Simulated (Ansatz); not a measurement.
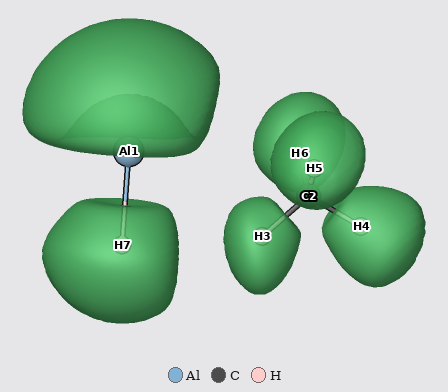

Figure 1: AlH···CH₄. Isosurface of the ELF at 0.8 (green), seen at a tilt. Only the valence region is drawn (cores and ρ < 0.01 e/Å³ removed).

Level of theory: Ansatz 0.2.0, RKS PBE0-D4/6-31G*.

```csv
atom,x (Å),y (Å),z (Å)
Al,-0.3879,0.5097,-1.0235
C,1.5681,-0.0364,1.6262
H,0.5312,-0.3791,1.5375
H,1.9550,-0.3623,2.5952
H,1.6147,1.0545,1.5703
H,2.1824,-0.4679,0.8314
H,-1.4436,-0.3185,-0.0210
```

### Where are the electrons localised?

The surface consists of five regions around hydrogen nuclei and one lobe on Al, pointing away from the bonds (lone pairs). Profiles from the grid: Al1···H3 (2.86 Å): the ELF dips to about 0.05 between them. C–H (1.09 Å): the ELF climbs to about 1 towards the hydrogen, as it does in any bond to H: a covalent bond by its length.
